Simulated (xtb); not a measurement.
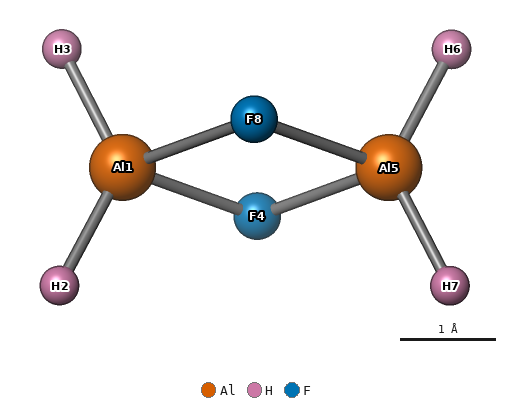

The input geometry (ball-and-stick view, seen at a tilt; atoms are numbered from 1 in the order of the input). Sticks mark near contacts. Bond lengths as drawn: Al–F 1.83 Å and Al–H 1.53 Å.

# Run report: Al$_{2}$H$_{4}$F$_{2}$, geometry relaxation (part 1 of 3)

- system: Al$_{2}$H$_{4}$F$_{2}$
- method: GFN1-xTB (xtb 6.7.1)

The geometry comes from this level: GFN2-xTB.

The input (struc.xyz):
```
8

Al    -0.74849     1.18412    -0.05294
H     -2.21388     1.04980     0.35924
H      0.02292     2.42009    -0.51418
F     -0.29251    -0.23439    -1.11072
Al     0.74842    -1.18420     0.05302
H      2.21304    -1.04580    -0.36038
H     -0.01898    -2.42220     0.51522
F      0.28947     0.23257     1.11073
```

Run as:
```bash
xtb struc.xyz --gfn 1 --uhf 0 --ohess vtight -P 1 > out.txt 2> xtb.err
```

The program's output:
```
* xtb version 6.7.1
   ID    Z sym.   atoms
    1   13 Al     1, 5
    2    1 H      2, 3, 6, 7
    3    9 F      4, 8

           -------------------------------------------------
          |                Calculation Setup                |
           -------------------------------------------------

          program call               : xtb struc.xyz --gfn 1 --uhf 0 --ohess vtight -P 1
          coordinate file            : struc.xyz
          omp threads                :                     1

           -------------------------------------------------
          |                 G F N 1 - x T B                 |
           -------------------------------------------------

      * Hamiltonian:
        H0-scaling (s, p, d)           1.850000    2.250000    2.000000
        zeta-weighting                 0.000000
      * Dispersion:
        s8                             2.400000
        a1                             0.630000
        a2                             5.000000
        s9                             0.000000
      * Repulsion:
        kExp                           1.500000
        rExp                           1.000000
      * Coulomb:
        alpha                          2.000000
        third order                    atomic
        anisotropic                    false
      * Halogen bond correction:
        rad-scale                      1.300000
        damping                        0.440000

          ...................................................
          :                      SETUP                      :
          :.................................................:
          :  # basis functions                  36          :
          :  # atomic orbitals                  34          :
          :  # shells                           18          :
          :  # electrons                        24          :
          :  # halogen bonds                     0          :
          :  max. iterations                   250          :
          :  Hamiltonian                  GFN1-xTB          :
          :  restarted?                      false          :
          :  GBSA solvation                  false          :
          :  PC potential                    false          :
          :  electronic temp.          300.0000000     K    :
          :  accuracy                    1.0000000          :
          :  -> integral cutoff          0.2500000E+02      :
          :  -> integral neglect         0.1000000E-07      :
          :  -> SCF convergence          0.1000000E-05 Eh   :
          :  -> wf. convergence          0.2000000E-04 e    :
          :  Broyden damping             0.4000000          :
          :  net charge                          0          :
          :  unpaired electrons                  0          :
          ...................................................

 iter      E             dE          RMSdq      gap      omega  full diag
   1    -15.1979338 -0.151979E+02  0.554E+00    7.10       0.0  T
   2    -15.2240257 -0.260918E-01  0.276E+00    6.72       1.0  T
   3    -15.2250473 -0.102161E-02  0.655E-01    6.53       1.0  T
   4    -15.2254854 -0.438118E-03  0.174E-01    6.65       1.0  T
   5    -15.2256266 -0.141178E-03  0.827E-02    6.63       1.0  T
   6    -15.2256688 -0.422556E-04  0.181E-03    6.61      19.5  T
   7    -15.2256688 -0.179904E-07  0.721E-05    6.61     490.3  T
   8    -15.2256688  0.350440E-10  0.844E-05    6.61     419.0  T

   *** convergence criteria satisfied after 8 iterations ***

         #    Occupation            Energy/Eh            Energy/eV
      -------------------------------------------------------------
         1        2.0000           -0.8270430             -22.5050
       ...           ...                  ...                  ...
         6        2.0000           -0.5292027             -14.4003
         7        2.0000           -0.5067525             -13.7894
         8        2.0000           -0.4975180             -13.5382
         9        2.0000           -0.4915160             -13.3748
        10        2.0000           -0.4896468             -13.3240
        11        2.0000           -0.4519640             -12.2986
        12        2.0000           -0.4410738             -12.0022 (HOMO)
        13                         -0.1982626              -5.3950 (LUMO)
        14                         -0.1469575              -3.9989
        15                         -0.1173169              -3.1924
        16                         -0.0968818              -2.6363
        17                         -0.0915879              -2.4922
       ...                                ...                  ...
        34                          1.3985136              38.0555
      -------------------------------------------------------------
                  HL-Gap            0.2428113 Eh            6.6072 eV
             Fermi-level           -0.3196682 Eh           -8.6986 eV

 SCC (total)                   0 d,  0 h,  0 min,  0.010 sec
 SCC setup                      ...        0 min,  0.000 sec (  0.880%)
 Dispersion                     ...        0 min,  0.000 sec (  0.334%)
 classical contributions        ...        0 min,  0.000 sec (  0.193%)
 integral evaluation            ...        0 min,  0.002 sec ( 25.234%)
 iterations                     ...        0 min,  0.003 sec ( 26.099%)
 molecular gradient             ...        0 min,  0.004 sec ( 45.599%)
 printout                       ...        0 min,  0.000 sec (  1.541%)

         :::::::::::::::::::::::::::::::::::::::::::::::::::::
         ::                     SUMMARY                     ::
         :::::::::::::::::::::::::::::::::::::::::::::::::::::
         :: total energy             -15.197429576703 Eh    ::
         :: gradient norm              0.012730086590 Eh/a0 ::
         :: HOMO-LUMO gap              6.607231235899 eV    ::
         ::.................................................::
         :: SCC energy               -15.225668840470 Eh    ::
         :: -> electrostatic           0.046235252966 Eh    ::
         :: repulsion energy           0.030145590216 Eh    ::
         :: dispersion energy         -0.001906326448 Eh    ::
         :: halogen bond corr.         0.000000000000 Eh    ::
         :: add. restraining           0.000000000000 Eh    ::
         :: total charge               0.000000000000 e     ::
         :::::::::::::::::::::::::::::::::::::::::::::::::::::

      -----------------------------------------------------------
     |                   =====================                   |
     |                        A N C O P T                        |
     |                   =====================                   |
     |               Approximate Normal Coordinate               |
     |                Rational Function Optimizer                |
      -----------------------------------------------------------
      -----------------------------------------------------------
     |                   =====================                   |
     |                        A N C O P T                        |
     |                   =====================                   |
     |               Approximate Normal Coordinate               |
     |                Rational Function Optimizer                |
      -----------------------------------------------------------

          ...................................................
          :                      SETUP                      :
          :.................................................:
          :   optimization level         verytight          :
          :   max. optcycles                   200          :
          :   ANC micro-cycles                  20          :
          :   degrees of freedom                18          :
          :.................................................:
          :   RF solver                   davidson          :
          :   write xtbopt.log                true          :
          :   linear?                        false          :
          :   energy convergence         0.1000000E-06 Eh   :
          :   grad. convergence          0.2000000E-03 Eh/α :
          :   maxmium RF displ.          1.0000000          :
          :   Hlow (freq-cutoff)         0.1000000E-01      :
          :   Hmax (freq-cutoff)         5.0000000          :
          :   S6 in model hess.         20.0000000          :
          ...................................................

generating ANC from exact Hessian ...
Using Lindh-Hessian (1995)
 Shifting diagonal of input Hessian by    7.9989069150273873E-003
 Lowest  eigenvalues of input Hessian
    0.000000    0.000000    0.000000    0.000000    0.000000    0.000000
    0.010000    0.014503    0.020817    0.021401    0.028887    0.032194
    0.032254    0.033478    0.048756    0.086020    0.220435    0.228859
 Highest eigenvalues
    0.522455    0.524385    0.662559    0.740126    0.816826    0.944415

........................................................................
.............................. CYCLE    1 ..............................
........................................................................

 iter      E             dE          RMSdq      gap      omega  full diag
   1    -15.2256688 -0.152257E+02  0.225E-07    6.61       0.0  T
   2    -15.2256688 -0.106581E-13  0.294E-08    6.61  100000.0  T
   3    -15.2256688  0.195399E-13  0.150E-08    6.61  100000.0  T
     SCC iter.                  ...        0 min,  0.001 sec
     gradient                   ...        0 min,  0.004 sec
 * total energy  :   -15.1974296 Eh     change       -0.4262368E-10 Eh
   gradient norm :     0.0127300 Eh/α   predicted     0.0000000E+00 (-100.00%)
   displ. norm   :     0.1658592 α      lambda       -0.1041115E-02
   maximum displ.:     0.1532275 α      in ANC's #4, #10, #12, ...

........................................................................
.............................. CYCLE    2 ..............................
........................................................................

 iter      E             dE          RMSdq      gap      omega  full diag
   1    -15.2281710 -0.152282E+02  0.331E-02    6.69       0.0  T
   2    -15.2281764 -0.549460E-05  0.131E-02    6.69       2.7  T
   3    -15.2281767 -0.240946E-06  0.506E-03    6.69       7.0  T
   4    -15.2281767 -0.282029E-08  0.648E-04    6.69      54.5  T
   5    -15.2281767 -0.181293E-09  0.824E-07    6.69   42885.3  T
   6    -15.2281767 -0.230926E-13  0.340E-07    6.69  100000.0  T
     SCC iter.                  ...        0 min,  0.002 sec
     gradient                   ...        0 min,  0.004 sec
 * total energy  :   -15.1981968 Eh     change       -0.7671865E-03 Eh
   gradient norm :     0.0070127 Eh/α   predicted    -0.5348778E-03 ( -30.28%)
   displ. norm   :     0.1397423 α      lambda       -0.4599744E-03
   maximum displ.:     0.1247972 α      in ANC's #4, #10, #12, ...

........................................................................
.............................. CYCLE    3 ..............................
........................................................................

 iter      E             dE          RMSdq      gap      omega  full diag
   1    -15.2301016 -0.152301E+02  0.276E-02    6.75       0.0  T
   2    -15.2301062 -0.461025E-05  0.101E-02    6.75       3.5  T
   3    -15.2301064 -0.210984E-06  0.398E-03    6.75       8.9  T
   4    -15.2301064 -0.632987E-09  0.740E-04    6.75      47.8  T
   5    -15.2301064 -0.154529E-09  0.731E-07    6.75   48390.5  T
   6    -15.2301064  0.710543E-14  0.187E-07    6.75  100000.0  T
     SCC iter.                  ...        0 min,  0.002 sec
     gradient                   ...        0 min,  0.004 sec
 * total energy  :   -15.1984433 Eh     change       -0.2465126E-03 Eh
   gradient norm :     0.0019207 Eh/α   predicted    -0.2344779E-03 (  -4.88%)
   displ. norm   :     0.0205562 α      lambda       -0.8445922E-05
   maximum displ.:     0.0190247 α      in ANC's #4, #10, #17, ...

........................................................................
.............................. CYCLE    4 ..............................
........................................................................
```
